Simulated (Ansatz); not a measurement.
Level of theory: PBE (plane waves to 420 eV, PAW; Ansatz, a quantum-chemistry and plane-wave program).

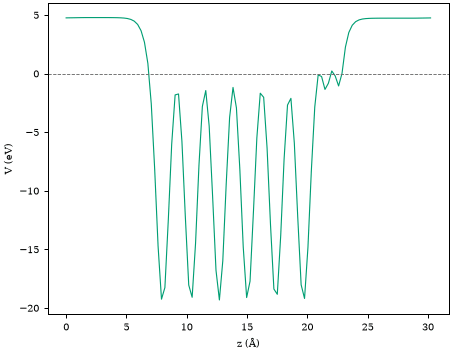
Figure: Planar average of the electrostatic potential across the slab, in eV from the Fermi level, for a constructed model of the (110) surface of bcc Ta, a cell of two sites (a+b, b-a) layer of Sn, one a cell, on the site that continues the host's stacking (bottom of the slab: a bare face, its two planes held)

Set-up: 13 atoms, 14.5 Å thick at the start; mesh 11x8x1; 0.1 eV smearing; dipole correction on; 4 atoms held, the rest relaxed; symmetry of the start imposed; no spin, no spin-orbit, no U. It is one candidate, not shown to be the stable structure of the face.

The vacuum level lies 4.73 eV above the Fermi level over the top face and 4.78 eV above it under the bottom face.
